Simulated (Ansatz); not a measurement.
C2HAlF2O

```yaml
atoms:
  - { symbol: F, position_ang: [-0.7711, -1.3581, 1.4437] }
  - { symbol: C, position_ang: [-0.2065, -0.5466, 0.5023] }
  - { symbol: C, position_ang: [0.9655, -0.6385, -0.1660] }
  - { symbol: O, position_ang: [0.9526, 0.5631, -0.9458] }
  - { symbol: Al, position_ang: [-0.7053, 1.0032, -0.3341] }
  - { symbol: F, position_ang: [-1.9846, 2.2878, -0.4593] }
  - { symbol: H, position_ang: [1.8107, -1.3789, -0.0865] }
```

All numbers below come from SCF PBE0, Gaussian basis in Ansatz.

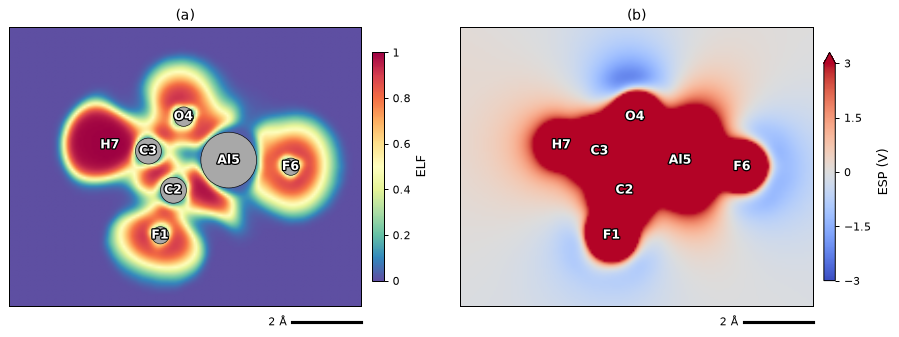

Figure 1. (a) ELF; (b) electrostatic potential on the molecular plane. Grey discs cover the atomic cores in the ELF map.

Read the bonding off the picture.

Answer. Atoms in the plane: F, C, O, Al and H. C–C (1.35 Å): the ELF peaks at about 0.90 between the atoms (localised, covalent bonding). C–F (1.37 Å): the ELF peaks at about 0.85 between the atoms; a polar covalent bond. C–O (1.43 Å): the ELF peaks at about 0.85 between the atoms, as expected for a polar covalent bond. Al–F (1.82 Å): the ELF peaks at about 0.80 in the valence shell of F, 0.6 Å from its nucleus, and is about 0.35 at the midpoint. Al–O (1.82 Å): the ELF peaks at about 0.90 in the valence shell of O, 0.7 Å from its nucleus, and is about 0.50 at the midpoint. The ELF also peaks beside F1, F6 and O4, away from the bonds: lone-pair regions. Outside the dense part of the molecule the potential is most negative (−2.2 V) near O4.

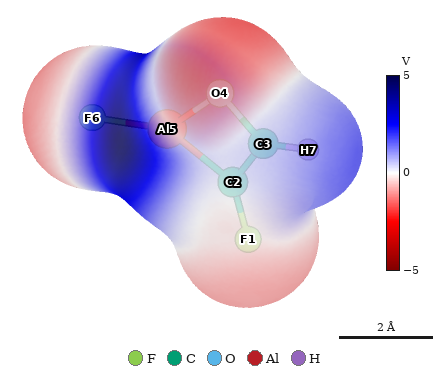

Figure 2. The molecular electrostatic potential painted on the density surface at 0.002 e/bohr³, seen at a tilt; red is negative and blue positive.

Which sites attract a positive test charge, and which a negative one?

Answer. A positive charge is drawn to the negative regions and a negative charge to the positive ones. The most negative region (about −1.6 V) lies over O4, the most positive (about +4.8 V) over Al5. O4 is the likeliest acceptor of a hydrogen bond.

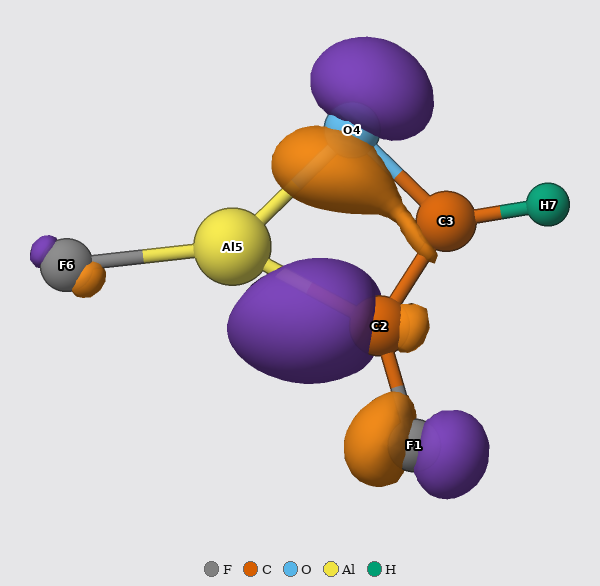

Figure 3. The HOMO−1 at ±0.2 Å⁻³ᐟ² (orange and purple are the two phases), seen across its widest extent.

Where does this orbital lie, and at what energy?

Answer. By Hirshfeld shares it lies mainly on O4 (about 35 %), C2 (about 25 %), F1 (about 20 %) and Al5 (about 15 %); it is symmetric in the molecular plane (an in-plane orbital: σ, lone-pair or in-plane π type). Its energy is −8.78 eV.
